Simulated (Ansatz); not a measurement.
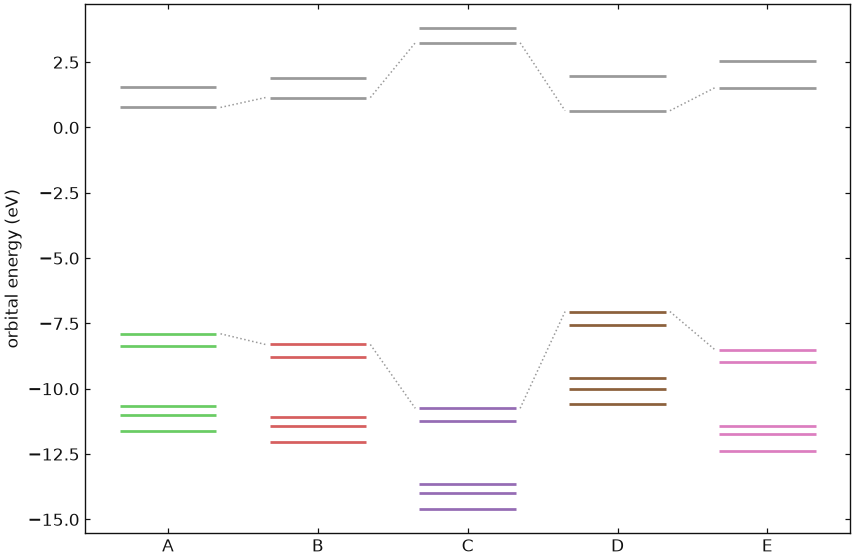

Frontier orbital energies of C₃H₄F₂, SMILES F[C@H]1C[C@@H]1F at one geometry, def2-TZVPP, the Ansatz code 0.2.0, at a PBE0-D4/def2-TZVP geometry (a minimum by its frequencies). Empty levels are grey, levels within 0.1 eV stand side by side; all columns show the same few orbitals around the gap. Dotted lines join the HOMOs and the LUMOs.

The columns come from HSE06, PBE0, r2SCAN, r2SCAN0 and ωB97X-V. Which is which?

Answer. A: HSE06 (HOMO −7.90, LUMO 0.76, separation 8.66 eV)
B: PBE0 (HOMO −8.31, LUMO 1.14, separation 9.45 eV)
C: ωB97X-V (HOMO −10.75, LUMO 3.24, separation 13.99 eV)
D: r2SCAN (HOMO −7.05, LUMO 0.64, separation 7.69 eV)
E: r2SCAN0 (HOMO −8.51, LUMO 1.52, separation 10.03 eV)

Limits of at least one run: empty levels above zero depend strongly on the basis.
